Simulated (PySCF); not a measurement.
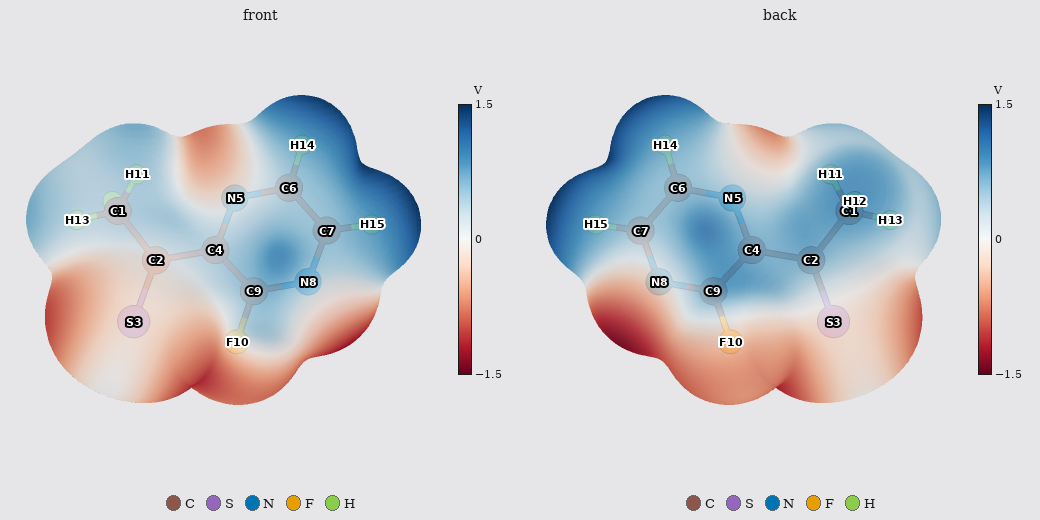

The picture shows: C6H5FN2S (SMILES CC(=S)c1nccnc1F). The electrostatic potential painted on the density surface at 0.002 e/bohr³, seen from the front and from behind; the colour scale runs from red (negative) to blue (positive).

Geometry: GFN2-xTB.

Computed with PBE0/pcSseg-1, SCF density, gas phase, non-relativistic in PySCF 2.14.0.

```xyz
15

C    -2.3971    0.5167   -0.2178
C    -1.4927   -0.5519    0.2808
S    -2.0484   -1.8835    1.0417
C    -0.0633   -0.3219    0.1051
N     0.3523    0.9454    0.0608
C     1.6446    1.2012   -0.0050
C     2.5844    0.1776    0.0078
N     2.1965   -1.0868   -0.0367
C     0.9098   -1.3348   -0.0155
F     0.5682   -2.6093   -0.1664
H    -2.0149    1.4890    0.0905
H    -2.4077    0.5065   -1.3088
H    -3.4079    0.3630    0.1486
H     1.9224    2.2442   -0.0483
H     3.6493    0.3527    0.0413
```

Q: Which sites attract a positive test charge, and which a negative one?

A: A positive charge is drawn to the negative regions and a negative charge to the positive ones. The most negative region (about −1.3 V, or −30 kcal/mol for a unit charge) lies over N8, the most positive (about +1.5 V, or +35 kcal/mol for a unit charge) over C6, C7, H14 and H15. N8 is the likeliest acceptor of a hydrogen bond.

Q: How polar is the molecule by this calculation?

A: Its dipole moment is 3.76 D.
